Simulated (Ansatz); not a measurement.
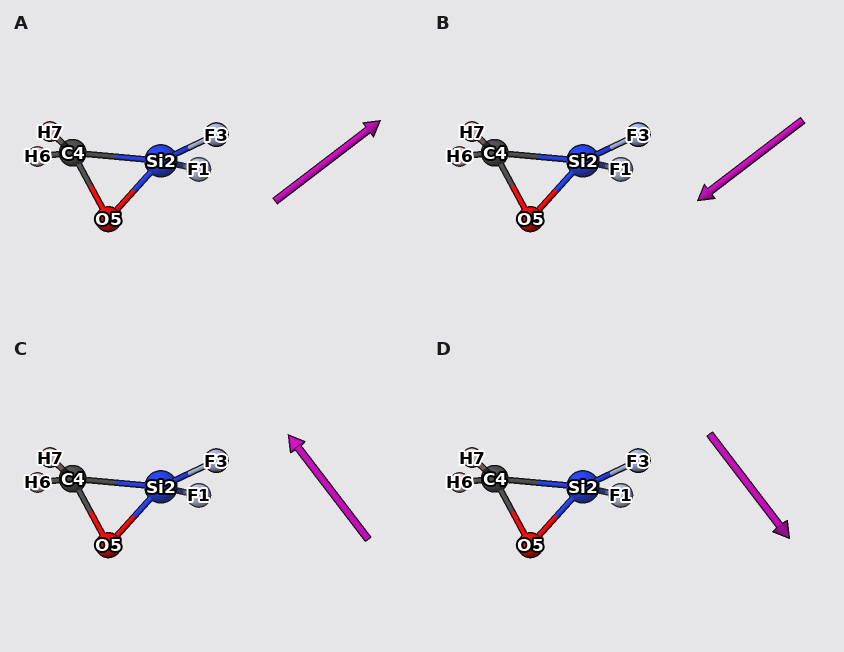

The same molecule four times, each with an arrow. The computed structure is the end point of a PBE-D4/def2-SVP optimisation. No frequency run is at hand to confirm it as a minimum. Method: RKS PBE-D4/def2-SVP (Ansatz 0.2.0).

> Which arrow points along the dipole moment, from the negative to the positive end?

C. The dipole moment is 1.78 D; it points from the side of F1, F3, O5 to the side of H6, H7 (the outermost atoms at the two ends).
